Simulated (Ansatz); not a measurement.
Be$_{2}$Sb$_{3}$P

```yaml
crystal:
  lattice:
    - [-6.96773, 0.00000, 0.72887]
    - [0.00000, 3.63839, 0.00000]
    - [1.60313, 0.00000, -10.09610]
  atoms:
    - { symbol: Be, position: [0.90695, 0.50000, 0.63143] }
    - { symbol: Be, position: [0.40695, 0.00000, 0.63143] }
    - { symbol: Be, position: [0.63565, 0.00000, 0.27648] }
    - { symbol: Be, position: [0.13565, 0.50000, 0.27648] }
    - { symbol: Sb, position: [0.67243, 0.00000, 0.52545] }
    - { symbol: Sb, position: [0.17243, 0.50000, 0.52545] }
    - { symbol: Sb, position: [0.86984, 0.50000, 0.01791] }
    - { symbol: Sb, position: [0.36984, 0.00000, 0.01791] }
    - { symbol: Sb, position: [0.98534, 0.00000, 0.81366] }
    - { symbol: Sb, position: [0.48534, 0.50000, 0.81366] }
    - { symbol: P, position: [0.92979, 0.00000, 0.23036] }
    - { symbol: P, position: [0.42979, 0.50000, 0.23036] }
```

Space group Cm; a structure from a database of computed crystals, not necessarily the ambient phase; started from the Hg2I3Br-8 prototype, which need not be the ambient phase.

All numbers below come from DFT, r2SCAN+rVV10, plane waves, PAW in Ansatz.

What can the converged valence pseudo-density and electron localisation function tell about the bonding?

Be–P (2.23 Å): ρ at the midpoint is about 0.54 e/Å³; the ELF peaks at about 0.95 between the atoms.
Sb–Sb (2.95 Å): ρ is about 0.32 e/Å³ halfway; the ELF peaks at about 0.60 between the atoms.
Be–Sb (2.49 Å): ρ at the midpoint is about 0.42 e/Å³; the ELF peaks at about 0.85 between the atoms.

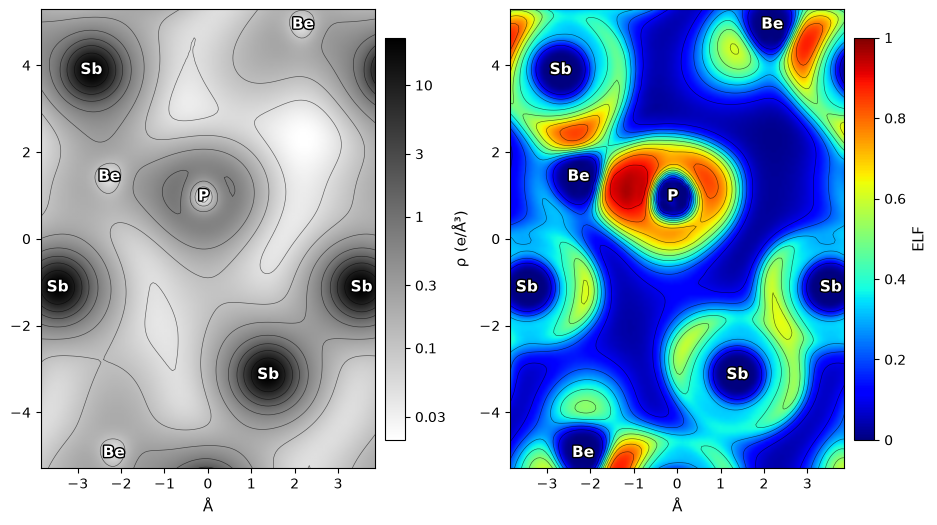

Computed valence pseudo-density and electron localisation function on the (010) plane of the conventional cell, in this order. 

The density is the valence pseudo-density of a PAW calculation; it isn't the true density close to the nuclei.
